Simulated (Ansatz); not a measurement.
Reaction (SMILES): S (H2S) → H2S+ (doublet, bonded as S) + e-
B3LYP-D3(BJ)/def2-TZVP geometries, fixed; electronic energies without zero-point terms.

Basis-set convergence of the adiabatic ionisation energy at CCSD(T) with Ansatz (a quantum-chemistry and plane-wave program). Cartesian d functions, on some or all atoms, in 6-31+G*; all else is spherical. Cores are frozen. Open shells are unrestricted. No added dispersion term, no relativity. Functions are those of the species that has most. Reference: Hartree-Fock in aug-cc-pV(Q+d)Z plus the correlation part extrapolated as X^-3 from aug-cc-pV(T+d)Z and aug-cc-pV(Q+d)Z, 10.490 eV, itself unsure by roughly 0.017 eV (a third of the extrapolation step and of the last Hartree-Fock step). Deviations are taken from unrounded values.

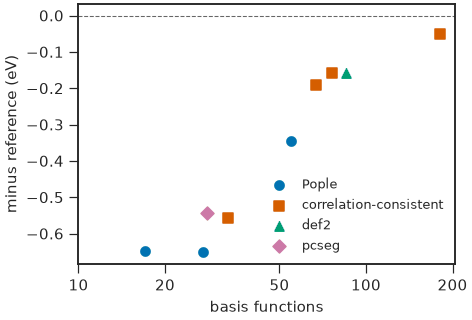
Figure. Deviation from the reference against the number of basis functions, by family of sets.

| basis | functions | adiabatic ionisation energy (eV) | minus reference (eV) |
|---|---|---|---|
| 6-31G | 17 | 9.841 | -0.649 |
| 6-31+G* | 27 | 9.838 | -0.652 |
| pcseg-1 | 28 | 9.945 | -0.545 |
| cc-pV(D+d)Z | 33 | 9.933 | -0.557 |
| 6-311++G(2d,2p) | 55 | 10.145 | -0.345 |
| cc-pV(T+d)Z | 67 | 10.298 | -0.192 |
| jun-cc-pV(T+d)Z | 76 | 10.330 | -0.160 |
| def2-TZVPPD | 85 | 10.332 | -0.157 |
| aug-cc-pV(Q+d)Z | 181 | 10.440 | -0.050 |
